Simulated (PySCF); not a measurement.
**S2O (Disulfur monoxide): levels of theory compared**

Aim: a comparison of 6 runs (HF/3-21G, B3LYP/def2-TZVP, BHLYP/def2-TZVP, M06-L/def2-TZVP, SVWN5/def2-TZVP, CCSD(T)/def2-TZVP) of S2O (Disulfur monoxide). 

The calculation is run with PySCF 2.14.0.

3 further runs of the same task are left out: 3 set aside as unsound or not needed.

**1. Starting point**

S2O has 3 atoms, charge 0, and is taken as a singlet. As SMILES, `O=S=S`. Geometry: relaxed at PBE0-D4/def2-TZVP.

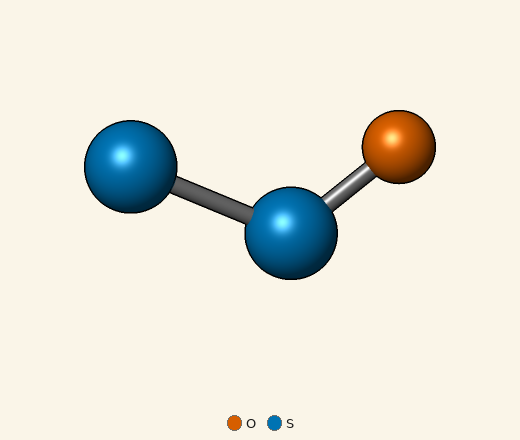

Viewed from a chosen angle; oxygen orange, sulfur blue.

**2. A single-point energy at HF/3-21G (run 1)**

input.py

```python
from pyscf import gto

mol = gto.Mole()
mol.atom = [
    ('O', (0.451630, 1.204020, 0.493170)),
    ('S', (0.529120, -0.205510, 0.148940)),
    ('S', (-0.980740, -0.998510, -0.642110)),
]
mol.verbose = 3
mol.max_memory = 1860
mol.basis = '3-21g'
mol.charge = 0
mol.build()

mf = mol.RHF()
mf.conv_tol = 1e-10
mf.kernel()
if not mf.converged:
    mf = mf.newton().run(mf.mo_coeff, mf.mo_occ)

etot = mf.e_tot
print('E(%s) = %.9f' % ('HF', etot))
```

Launch:

```bash
OMP_NUM_THREADS=1 python input.py
```

The log of the run:

```text
converged SCF energy = -865.384894101233
E(HF) = -865.384894101
```

Run time: 0.6 s. Hardware: 1 thread of Arm Neoverse V2, shared host; peak memory 0.12 GiB.

**3. A single-point energy at B3LYP/def2-TZVP (run 2)**

job.py

```python
from pyscf import gto, dft

mol = gto.M(
    atom='''
O      0.853457     2.275268     0.931956
S      0.999892    -0.388358     0.281456
S     -1.853330    -1.886910    -1.213412
''',
    basis='def2-tzvp',
    charge=0,
    verbose=3,
    unit='bohr',
    max_memory=1860,
)

mf = dft.RKS(mol)
mf.xc = 'b3lyp'
mf.conv_tol = 1e-10
mf.grids.level = 5
mf.kernel()
if not mf.converged:
    mf = mf.newton().run(mf.mo_coeff, mf.mo_occ)

e_final = mf.e_tot
print(f'total energy: {e_final:.8f} hartree')
```

Launch:

```bash
OMP_NUM_THREADS=1 python job.py
```

The log of the run:

```text
converged SCF energy = -871.677658700801
total energy: -871.67765870 hartree
```

It took 12 s on 1 thread of Arm Neoverse V2, shared host; peak memory 0.53 GiB.

Runs 3 to 5 aren't shown in full; the table further down has their settings and results.

**4. The energy at CCSD(T)/def2-TZVP (run 6)**

job.py

```python
from pyscf import gto, cc

mol = gto.M(
    atom='O 0.451630 1.204020 0.493170; S 0.529120 -0.205510 0.148940; S -0.980740 -0.998510 -0.642110',
    max_memory=1860,
    spin=0,
    verbose=3,
    basis='def2-tzvp',
)

hf = mol.RHF()
hf.conv_tol = 1e-10
hf.kernel()
if not hf.converged:
    hf = hf.newton().run(hf.mo_coeff, hf.mo_occ)

mycc = cc.CCSD(hf, frozen=11)
mycc.kernel()
e_t = mycc.ccsd_t()
etot = mycc.e_tot + e_t
print(f'total energy: {etot:.8f} hartree')
```

Launch:

```bash
OMP_NUM_THREADS=1 python job.py
```

The log of the run:

```text
converged SCF energy = -869.932163341943
E(CCSD) = -870.5308085951843  E_corr = -0.598645253241483
CCSD(T) correction = -0.0361441483980158
total energy: -870.56695274 hartree
```

Wall time 36 s (1 thread of Arm Neoverse V2, shared host); peak memory 0.66 GiB.

**5. Overview of the runs**

```
run              level  integration grid  frozen core orbitals  energy (Eh)  dipole moment (D) of the reference  HOMO energy (eV)  LUMO energy (eV)  wall time
  1           HF/3-21G                 –                     –  -865.384894                                2.05            -10.95             -1.17      0.6 s
  2    B3LYP/def2-TZVP                 5                     –  -871.677659                                1.54             -7.87             -4.09       12 s
  3    BHLYP/def2-TZVP                 5                     –  -871.589996                                1.70             -9.25             -3.02       12 s
  4    M06-L/def2-TZVP                 5                     –  -871.630056                                1.32             -6.99             -4.60       24 s
  5    SVWN5/def2-TZVP                 5                     –  -868.415070                                1.41             -7.02             -4.84      7.8 s
  6  CCSD(T)/def2-TZVP                 –                    11  -870.566953                                1.88            -11.02             -0.61       36 s
```

**6. Results**

```
                                           quantity          value
                                run 6: total energy  -870.56695 Eh
        run 6: dipole moment (Hartree–Fock density)         1.88 D
         run 6: HOMO energy (Hartree–Fock orbitals)      -11.02 eV
         run 6: LUMO energy (Hartree–Fock orbitals)       -0.61 eV
       run 6: HOMO–LUMO gap (Hartree–Fock orbitals)       10.42 eV
run 6: correlation energy (11 core orbitals frozen)     -634.8 mEh
                              run 6: (T) correction     -36.14 mEh
                               run 6: T1 diagnostic          0.022
```

**Reading.** Over runs 1, 2, 3, 4, 5 the dipole moment (its size) runs from 1.32 D (M06-L/def2-TZVP) to 2.05 D (HF/3-21G). The two ends differ in method and basis. Over runs 1, 2, 3, 4, 5 the HOMO–LUMO gap runs from 2.18 eV (SVWN5/def2-TZVP) to 9.79 eV (HF/3-21G). Totals of different functionals can't be ranked against each other. All runs together took 92 s, the longest 36 s.
